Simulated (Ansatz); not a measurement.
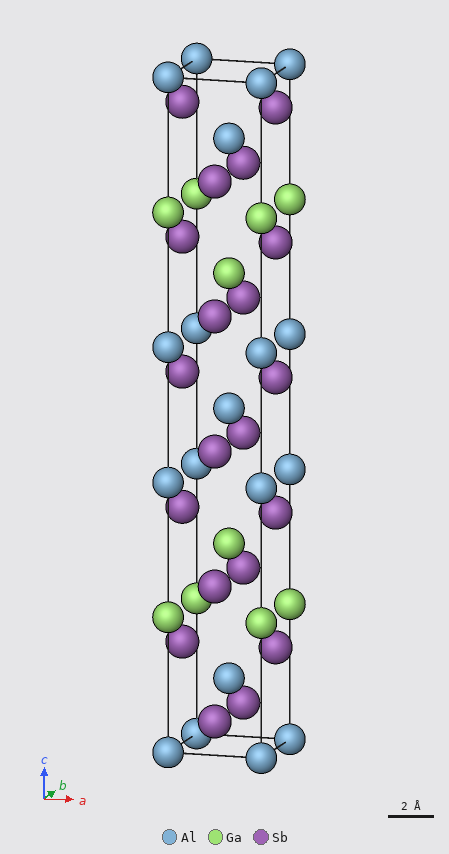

The structure above is drawn in spheres-only style and viewed slightly off an axis. Atoms at the boundary of the conventional unit cell (the box) are drawn once for each face, edge or corner they touch.

Al3Ga2Sb5, space group I-4m2 (No. 119), a = 4.399 Å, b = 4.399 Å, c = 31.097 Å, α = 90.00°, β = 90.00°, γ = 90.00°. It derives from a structure type filled with these elements by a generator (whether the compound takes this form wasn't checked). Earlier steps of the study, as a rule a relaxation of our own, may have changed the cell and positions, so they can lie some per cent off the listed ones. Ansatz was used for an electronic-structure calculation on it.

This one geometry was computed with Ansatz (DFT, plane waves, PAW) at three levels of theory: LDA, PBE and r2SCAN.

Which level gives the highest pressure at this volume, and what does that say about its equilibrium volume?

Highest: PBE (0.0 GPa), which points to the largest equilibrium volume. Lowest, with the smallest volume: LDA (-3.2 GPa). Levels within 0.5 GPa of each other can't be told apart.

How does the band gap change with the level of theory?

LDA: a gap of 0.38 eV, direct; PBE: a gap of 0.56 eV, direct; r2SCAN: a gap of 0.99 eV, direct.

Collect the results in a table.

| level | cutoff (eV) | k-mesh of the run's cell | gap (eV) | pressure (GPa) |
| --- | --- | --- | --- | --- |
| LDA | 420 | 12×12×12 | 0.38 | -3.2 |
| PBE | 420 | 12×12×12 | 0.56 | 0.0 |
| r2SCAN | 500 | 12×12×12 | 0.99 | -1.5 |

Gaps are taken on the k-mesh or band path of each run.
